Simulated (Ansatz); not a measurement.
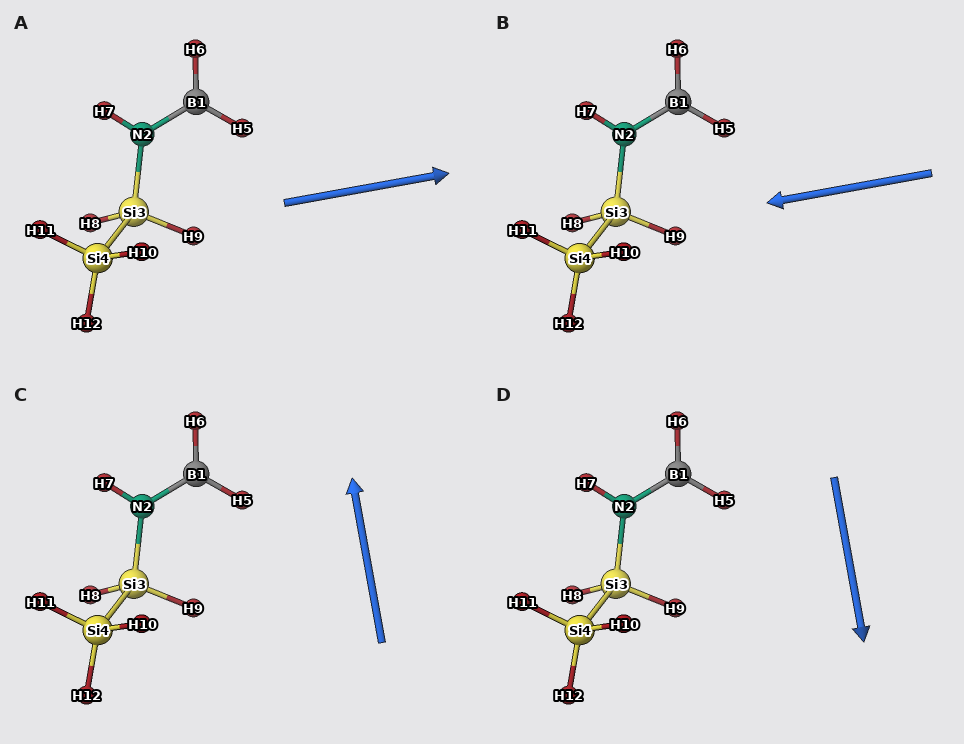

The same molecule four times, each with an arrow. The computed structure is the end point of a PBE0-D4/def2-TZVP optimisation. Method: RKS PBE0-D4/def2-TZVP (Ansatz 0.2.0).

> Which arrow points along the dipole moment, from the negative to the positive end?

B. The dipole moment is 1.32 D; it points from the side of H5 to the side of H11 (the outermost atoms at the two ends).
